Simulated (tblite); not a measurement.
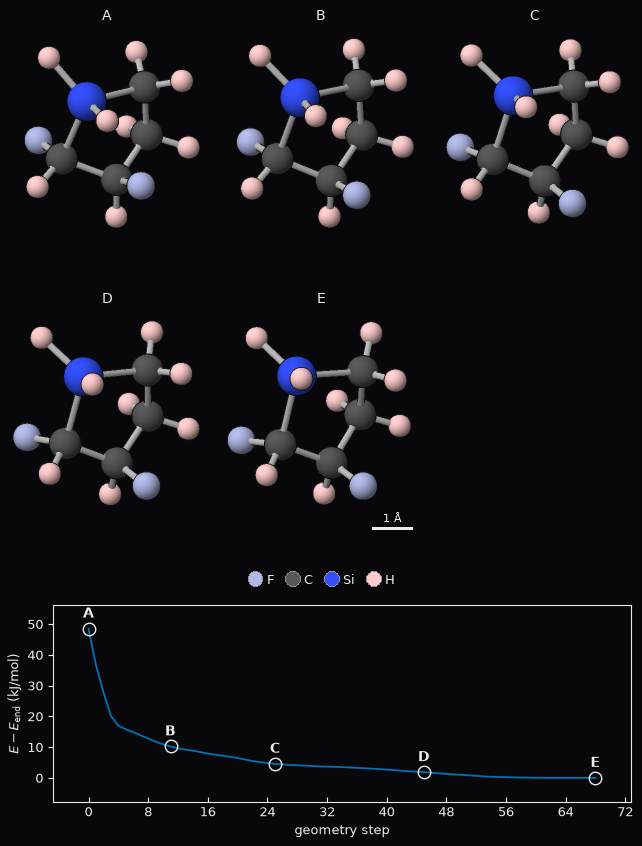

Frames of a relaxation of C4H8F2Si, marked on the history of the run. A ball-and-stick model, seen from a free direction.

Level of theory: tblite 0.8.0, GFN2-xTB geometry optimisation, gas phase. 

Question: What happens along the run?

Answer: The atom that moves furthest after the best rigid fit is an H atom (0.81 Å). Largest moves by element: H 0.81 Å, F 0.65 Å, C 0.26 Å, Si 0.25 Å. Some distances before and after: F–Si 2.532 → 3.278 Å, C–Si 1.885 → 1.929 Å, C–Si 1.870 → 1.907 Å, C–C 1.506 → 1.533 Å. Bond angles that change, for instance: C–C–Si 94.3° → 105.1°, F–C–H 115.3° → 105.9°, C–Si–H 108.1° → 114.2°. Groups turn about C–Si by about 35°, C–Si by about 30°, C–C by about 25°. Over 68 geometry steps the energy falls by 48.5 kJ/mol. From step 0 to 11: an F atom moves most (0.26 Å), energy −38.3 kJ/mol. From step 11 to 25: an F atom moves most (0.29 Å), energy −5.65 kJ/mol. From step 25 to 45: an H atom moves most (0.27 Å), energy −2.71 kJ/mol. From step 45 to 68: an H atom moves most (0.23 Å), energy −1.87 kJ/mol.
